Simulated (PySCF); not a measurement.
# C₆H₅F₃OS: excited states, first hyperpolarisability

What do calculations give for the excited states, first hyperpolarisability of C₆H₅F₃OS (`COc1ccc(C(F)(F)F)s1`)?

Computed with PySCF 2.14.0 and routines of our own; the level stands in each step. Atoms count from 0.

## 1. The system as given

16 atoms, charge 0, multiplicity 1; geometry from: GFN2-xTB.

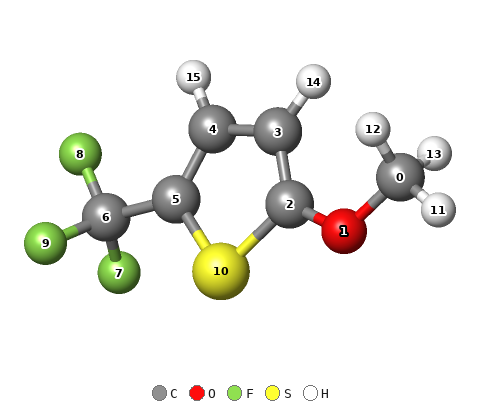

The starting geometry (carbon grey, oxygen red, fluorine green, sulfur yellow, hydrogen white).

## 2. Relaxing the molecule at PBE0-D3(BJ)/def2-SVP

What the job is given:

```
{"job": {"xc": "PBE0", "basis": "def2-SVP", "d3": "d3bj", "grid": 2, "kind": "geom"}, "charge": 0, "multiplicity": 1}
C      3.180854    -0.128225     0.226890
O      2.125304    -0.906188    -0.300981
C      0.881386    -0.426884    -0.150015
C      0.422914     0.717074     0.438126
C     -0.980451     0.826906     0.370764
C     -1.564413    -0.227135    -0.262277
C     -3.013139    -0.432394    -0.506456
F     -3.322879    -0.525438    -1.813722
F     -3.745041     0.580259    -0.016803
F     -3.493482    -1.554930     0.061791
S     -0.398942    -1.398954    -0.801117
H      4.091212    -0.682565     0.009158
H      3.074838    -0.002529     1.307871
H      3.223457     0.853793    -0.252001
H      1.046128     1.457662     0.902055
H     -1.535344     1.653732     0.775305
```

Started as:

```
> OMP_NUM_THREADS=1 python excited_run.py task.json out
```

The driver reads the jobs from task.json and runs them one after another.

The log of the run:

```text
step   0  E = -1003.24396134  max force = 0.019627
step   1  E = -1003.24528287  max force = 0.008911
step   2  E = -1003.24539392  max force = 0.002528
step   3  E = -1003.24543097  max force = 0.000539
step   4  E = -1003.24543590  max force = 0.000416
optimisation converged
```

It took 86 s on 1 thread of Arm Neoverse V1, shared host; peak memory 0.88 GiB.

Along the way:

```
step  energy from step 0 (eV)  largest force component (eV/Å)
   0                   0.0000                          1.0093
   1                  -0.0360                          0.4582
   2                  -0.0390                          0.1300
   3                  -0.0400                          0.0277
   4                  -0.0401                          0.0214
```

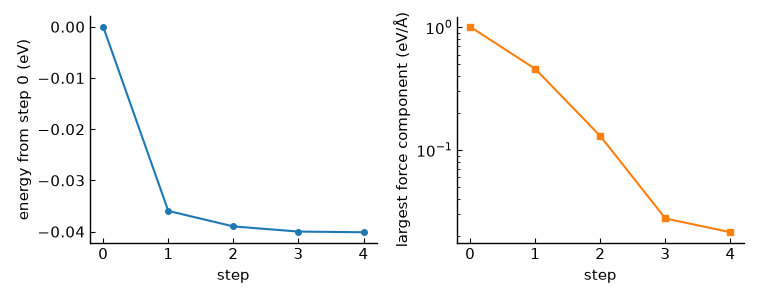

Energy and largest force along the relaxation.

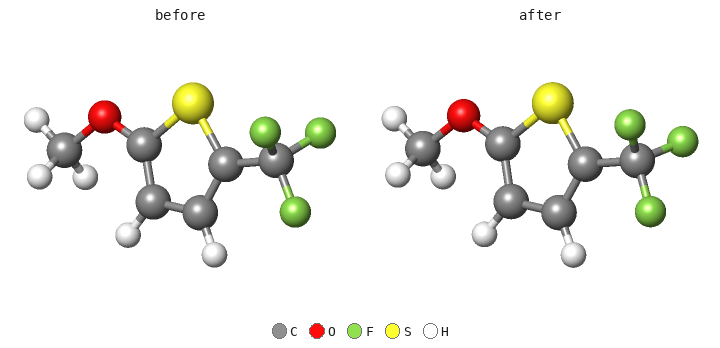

The geometry before (left) and after (right).

Close pairs (by a distance rule), those that changed most:

```
  bond  before (Å)  after (Å)  change (Å)
C4–H15       1.075      1.090      +0.015
C3–H14       1.073      1.089      +0.015
 C3–C4       1.409      1.422      +0.013
 O1–C2       1.342      1.330      -0.011
 C2–C3       1.366      1.376      +0.010
C0–H12       1.093      1.103      +0.010
C0–H13       1.093      1.103      +0.010
C0–H11       1.088      1.096      +0.008
```

The next job starts from the end point, and lists it.

```
                         at the end point                value
  point group (found at 0.08 Å tolerance)                   C1
rotational constants (GHz, main isotopes)  2.624, 0.519, 0.470
                        dipole moment (D)                 4.50
```

## 3. Excited states: TDA CAM-B3LYP/aug-cc-pVDZ

What the job is given:

```
{"job": {"kind": "states", "xc": "CAM-B3LYP", "basis": "aug-cc-pVDZ", "tda": true, "soc": true, "nstates": 6, "ntriplets": 5, "nquad": 4}, "charge": 0, "multiplicity": 1}
C      3.159919    -0.177378     0.259422
O      2.108309    -0.935979    -0.286964
C      0.880899    -0.443690    -0.142588
C      0.435851     0.708669     0.463424
C     -0.978631     0.828174     0.381774
C     -1.571026    -0.216458    -0.270214
C     -3.020702    -0.388334    -0.557266
F     -3.302201    -0.254432    -1.860188
F     -3.739865     0.523474     0.101357
F     -3.461228    -1.600016    -0.197915
S     -0.412061    -1.386991    -0.809872
H      4.086040    -0.724350     0.047194
H      3.042963    -0.064552     1.350760
H      3.210621     0.822798    -0.203636
H      1.084257     1.436478     0.948140
H     -1.549212     1.660085     0.794919
```

Level: TDA CAM-B3LYP/aug-cc-pVDZ excited states, vertical, gas phase, spin-orbit mean-field couplings.

The log of the run:

```text
coarse grid: 15584 points
cycle   1  E = -1004.2292557699  dE =  2.455e+00  |g| = 1.021e+00  |ddm| = 2.271e+01
cycle   2  E = -1004.1529304209  dE =  7.633e-02  |g| = 1.297e+00  |ddm| = 5.640e+00
cycle   3  E = -1004.4247972296  dE = -2.719e-01  |g| = 9.446e-02  |ddm| = 3.463e+00
cycle   4  E = -1004.4259882563  dE = -1.191e-03  |g| = 6.063e-02  |ddm| = 4.725e-01
cycle   5  E = -1004.4268662299  dE = -8.780e-04  |g| = 1.503e-02  |ddm| = 2.639e-01
cycle   6  E = -1004.4269185585  dE = -5.233e-05  |g| = 3.558e-03  |ddm| = 6.327e-02
cycle   7  E = -1004.4269219088  dE = -3.350e-06  |g| = 9.127e-04  |ddm| = 1.542e-02
final grid: 151880 points
cycle   8  E = -1004.4413208116  dE = -3.356e-05  |g| = 4.491e-03  |ddm| = 3.484e-01
cycle   9  E = -1004.4413204327  dE =  3.789e-07  |g| = 5.014e-03  |ddm| = 4.202e-02
cycle  10  E = -1004.4413249711  dE = -4.538e-06  |g| = 3.983e-04  |ddm| = 1.502e-02
cycle  11  E = -1004.4413249997  dE = -2.862e-08  |g| = 1.969e-04  |ddm| = 1.871e-03
cycle  12  E = -1004.4413250081  dE = -8.377e-09  |g| = 7.890e-05  |ddm| = 9.162e-04
cycle  13  E = -1004.4413250095  dE = -1.400e-09  |g| = 1.481e-05  |ddm| = 3.075e-04
cycle  14  E = -1004.4413250096  dE = -8.367e-11  |g| = 5.957e-06  |ddm| = 8.837e-05
converged SCF energy = -1004.4413250096

Singlet excitations
state   eV       nm        f     d(h-e)  d(exc)  Lambda  PR(NTO)  |dmu|/D   mu/D   main configurations
  1   5.4461   227.7   0.23569   0.618   2.889   0.749   1.148    1.869    6.410   H->L+1 0.91
  2   5.6198   220.6   0.00148   1.300   3.302   0.265   1.019    3.806    6.310   H->L+3 0.28, H->L+5 0.21, H->L+8 0.15
  3   5.7570   215.4   0.01053   1.919   4.506   0.197   1.019    8.375    4.376   H->L 0.76, H->L+2 0.10
  4   6.0640   204.5   0.07627   0.301   2.793   0.632   1.572    0.370    4.391   H-1->L+1 0.73, H->L+11 0.15
  5   6.3170   196.3   0.00007   0.549   3.164   0.266   1.598                     H-1->L+8 0.19, H-1->L+3 0.15, H-1->L+6 0.15
  6   6.4446   192.4   0.00471   1.500   5.050   0.223   1.076                     H->L+2 0.38, H->L+3 0.36, H->L 0.09

Triplet excitations (Tamm-Dancoff)
state   eV     d(h-e)  d(exc)  Lambda  PR(NTO)   main configurations
  1   3.4444   0.213   2.595   0.756   1.060   H->L+1 0.92
  2   4.7538   0.109   2.584   0.642   1.186   H-1->L+1 0.87
  3   5.3709   1.158   3.057   0.273   1.027   H->L+3 0.24, H->L+8 0.19, H->L+5 0.18
  4   5.5108   0.575   2.573   0.619   1.389   H->L+11 0.64, H-1->L+1 0.09
  5   5.6964   1.777   4.426   0.200   1.021   H->L 0.77
S1 - T1 = 2.0017 eV

Spin-orbit couplings |<S|Hso|T>| (cm-1)
             T1       T2       T3       T4       T5
S0        1.034    1.193   52.493    1.998   10.064
S1        0.342    0.983   30.372    1.380    5.830
S2       31.737    2.635    0.751    5.180    3.570
S3        9.682    0.993    2.982    2.440    0.574
S4        1.060    0.310   18.365    0.550    2.842
S5        5.410   29.627    2.160    9.006    0.411
S6        5.667    4.639    4.769    0.569    0.114
T1 sublevels (cm-1): 0.000 0.001 0.016   radiative rates (1/s): 0.0257 0.0908 0.101
```

Wall time 2 min (1 thread of Arm Neoverse V1, shared host); peak memory 1.4 GiB.

From this job:

```
  quantity    value
S1 less T1  2.00 eV
```

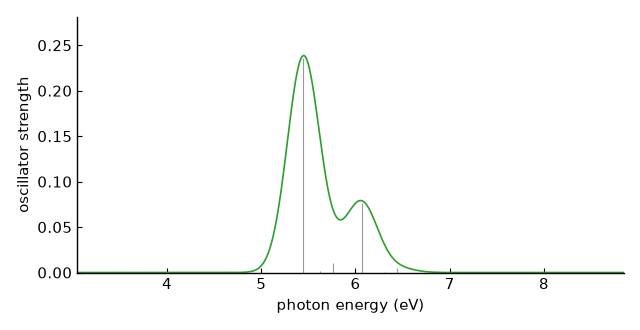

Absorption lines of the singlets. Lines are broadened to a width of 0.40 eV (Gaussian).

The fields below are evaluated on a grid from the run's orbitals.

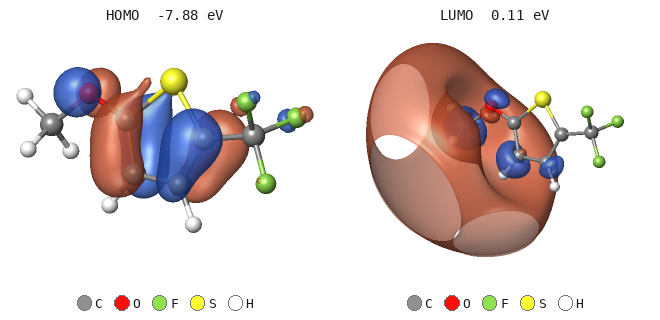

Frontier orbitals at CAM-B3LYP/aug-cc-pVDZ; each surface holds 70 % of the orbital's density, blue and red mark the sign. The LUMO is diffuse and is cut off by the edge of the grid.

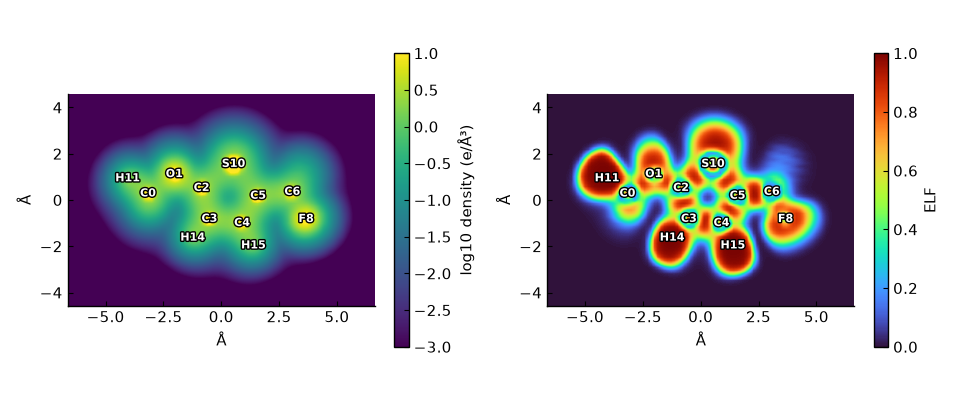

Density (left) and ELF (right) in a plane through or near 12 of the atoms.

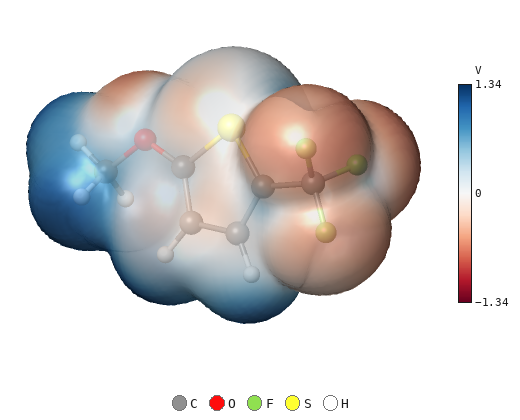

Electrostatic potential on the surface of density 0.002 e/bohr³; red is low, blue high. It runs, from the 1st to the 99th percentile, from -0.67 V near F7 to 1.34 V near H14.

## 4. Excited states: TDDFT CAM-B3LYP/aug-cc-pVDZ

Settings changed since step 3:

```diff
@@ -1,2 +1,2 @@
-{"job": {"kind": "states", "xc": "CAM-B3LYP", "basis": "aug-cc-pVDZ", "tda": true, "soc": true, "nstates": 6, "ntriplets": 5, "nquad": 4}, "charge": 0, "multiplicity": 1}
+{"job": {"kind": "states", "xc": "CAM-B3LYP", "basis": "aug-cc-pVDZ", "tpa": true, "nstates": 8, "nquad": 6, "ntriplets": 0}, "charge": 0, "multiplicity": 1}
 C      3.159919    -0.177378     0.259422
```

With the program's defaults for keys left out, this is: TDDFT CAM-B3LYP/aug-cc-pVDZ excited states, vertical, gas phase, two-photon moments by quadratic response.

The log of the run:

```text
coarse grid: 15584 points
cycle   1  E = -1004.2292557699  dE =  2.455e+00  |g| = 1.021e+00  |ddm| = 2.271e+01
cycle   2  E = -1004.1529304209  dE =  7.633e-02  |g| = 1.297e+00  |ddm| = 5.640e+00
cycle   3  E = -1004.4247972296  dE = -2.719e-01  |g| = 9.446e-02  |ddm| = 3.463e+00
cycle   4  E = -1004.4259882563  dE = -1.191e-03  |g| = 6.063e-02  |ddm| = 4.725e-01
cycle   5  E = -1004.4268662299  dE = -8.780e-04  |g| = 1.503e-02  |ddm| = 2.639e-01
cycle   6  E = -1004.4269185585  dE = -5.233e-05  |g| = 3.558e-03  |ddm| = 6.327e-02
cycle   7  E = -1004.4269219088  dE = -3.350e-06  |g| = 9.127e-04  |ddm| = 1.542e-02
final grid: 151880 points
cycle   8  E = -1004.4413208116  dE = -3.356e-05  |g| = 4.491e-03  |ddm| = 3.484e-01
cycle   9  E = -1004.4413204327  dE =  3.789e-07  |g| = 5.014e-03  |ddm| = 4.202e-02
cycle  10  E = -1004.4413249711  dE = -4.538e-06  |g| = 3.983e-04  |ddm| = 1.502e-02
cycle  11  E = -1004.4413249997  dE = -2.862e-08  |g| = 1.969e-04  |ddm| = 1.871e-03
cycle  12  E = -1004.4413250081  dE = -8.377e-09  |g| = 7.890e-05  |ddm| = 9.162e-04
cycle  13  E = -1004.4413250095  dE = -1.400e-09  |g| = 1.481e-05  |ddm| = 3.075e-04
cycle  14  E = -1004.4413250096  dE = -8.367e-11  |g| = 5.957e-06  |ddm| = 8.837e-05
converged SCF energy = -1004.4413250096

Singlet excitations
state   eV       nm        f     d(h-e)  d(exc)  Lambda  PR(NTO)  |dmu|/D   mu/D   delta(TPA)   sigma/GM   main configurations
  1   5.1701   239.8   0.18773   0.555   2.857   0.745   1.185    1.700    6.258       69.84      0.684   H->L+1 0.95
  2   5.6034   221.3   0.00119   1.304   3.287   0.266   1.019    3.756    6.356        1.49      0.017   H->L+3 0.28, H->L+5 0.20, H->L+8 0.16
  3   5.7529   215.5   0.00958   1.931   4.516   0.197   1.019    8.388    4.354       68.12      0.826   H->L 0.76, H->L+2 0.10
  4   5.9458   208.5   0.07042   0.272   2.758   0.631   1.545    0.405    4.569       35.83      0.464   H-1->L+1 0.82, H->L+11 0.11
  5   6.3029   196.7   0.00003   0.567   3.153   0.267   1.577    1.789    4.145        0.79      0.012   H-1->L+8 0.20, H-1->L+3 0.15, H-1->L+6 0.15
  6   6.4389   192.6   0.00342   1.409   4.910   0.232   1.122    6.417    1.817       30.54      0.464   H->L+3 0.37, H->L+2 0.29, H->L 0.09
  7   6.4669   191.7   0.00331   0.733   4.292   0.235   1.424                                            H->L+2 0.35, H->L+6 0.27, H->L+8 0.10
  8   6.6718   185.8   0.07286   2.105   4.823   0.223   1.049                                            H->L+4 0.87
```

Run time: 2.3 min. Hardware: 1 thread of Arm Neoverse V1, shared host; peak memory 1.4 GiB.

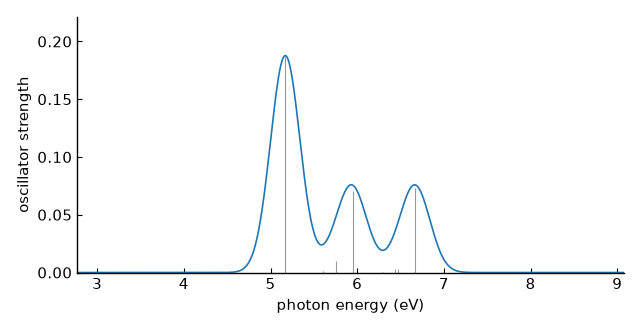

Absorption lines of the singlets. Lines are broadened to a width of 0.40 eV (Gaussian).

## 5. First hyperpolarisability: quadratic response CAM-B3LYP/aug-cc-pVDZ

Settings changed since step 4:

```diff
@@ -1,2 +1,2 @@
-{"job": {"kind": "states", "xc": "CAM-B3LYP", "basis": "aug-cc-pVDZ", "tpa": true, "nstates": 8, "nquad": 6, "ntriplets": 0}, "charge": 0, "multiplicity": 1}
+{"job": {"kind": "beta", "xc": "CAM-B3LYP", "basis": "aug-cc-pVDZ"}, "charge": 0, "multiplicity": 1}
 C      3.159919    -0.177378     0.259422
```

Method: quadratic response CAM-B3LYP/aug-cc-pVDZ first hyperpolarisability, Taylor convention, gas phase.

The log of the run:

```text
coarse grid: 15584 points
cycle   1  E = -1004.2292557699  dE =  2.455e+00  |g| = 1.021e+00  |ddm| = 2.271e+01
cycle   2  E = -1004.1529304209  dE =  7.633e-02  |g| = 1.297e+00  |ddm| = 5.640e+00
cycle   3  E = -1004.4247972296  dE = -2.719e-01  |g| = 9.446e-02  |ddm| = 3.463e+00
cycle   4  E = -1004.4259882563  dE = -1.191e-03  |g| = 6.063e-02  |ddm| = 4.725e-01
cycle   5  E = -1004.4268662299  dE = -8.780e-04  |g| = 1.503e-02  |ddm| = 2.639e-01
cycle   6  E = -1004.4269185585  dE = -5.233e-05  |g| = 3.558e-03  |ddm| = 6.327e-02
cycle   7  E = -1004.4269219088  dE = -3.350e-06  |g| = 9.127e-04  |ddm| = 1.542e-02
final grid: 151880 points
cycle   8  E = -1004.4413208116  dE = -3.356e-05  |g| = 4.491e-03  |ddm| = 3.484e-01
cycle   9  E = -1004.4413204327  dE =  3.789e-07  |g| = 5.014e-03  |ddm| = 4.202e-02
cycle  10  E = -1004.4413249711  dE = -4.538e-06  |g| = 3.983e-04  |ddm| = 1.502e-02
cycle  11  E = -1004.4413249997  dE = -2.862e-08  |g| = 1.969e-04  |ddm| = 1.871e-03
cycle  12  E = -1004.4413250081  dE = -8.377e-09  |g| = 7.890e-05  |ddm| = 9.162e-04
cycle  13  E = -1004.4413250095  dE = -1.400e-09  |g| = 1.481e-05  |ddm| = 3.075e-04
cycle  14  E = -1004.4413250096  dE = -8.367e-11  |g| = 5.957e-06  |ddm| = 8.837e-05
converged SCF energy = -1004.4413250096

Lowest singlets (eV, f): 5.1701 0.1877  5.6034 0.0012  5.7529 0.0096

First hyperpolarisability (au)
process     nm      |vector|   parallel      HRS      DR
static         -      129.47      15.05      75.16   2.555
shg       1907.0      140.06      20.43      80.78   2.571
eope      1907.0      132.82      16.74          -       -
shg       1064.0      170.68      36.28      96.56   2.626
eope      1064.0      140.88      20.85          -       -
```

It took 2 min on 1 thread of Arm Neoverse V1, shared host; peak memory 1.4 GiB.

## 6. Outcome

```
                                                   quantity                                                value
                                                point group                                                   C1
                       rotational constants (main isotopes)                                 2.62, 0.52, 0.47 GHz
             S1 less T1 (step 3, TDA CAM-B3LYP/aug-cc-pVDZ)                                              2.00 eV
                      surface potential, 1st and 99th percentile                                   -0.67 V and 1.34 V
β vector (step 5, quadratic response CAM-B3LYP/aug-cc-pVDZ)  static 129, SHG 1907.0 nm 140, SHG 1064.0 nm 171 au
```

**Reading.** Relaxing lowered the energy by 0.040 eV in 4 steps; the close pair that moved most is C4–H15, from 1.075 to 1.090 Å. No frequency check was run at this level, so the end point may be a saddle. In step 3, the number of triplets below S1 is 3, and the largest singlet-triplet spin-orbit coupling is S0–T3, 52.49 cm⁻¹. β grows from 129 au (static) to 171 au for doubling at 1064.0 nm: normal dispersion, which grows as twice the photon energy moves toward the bright states.
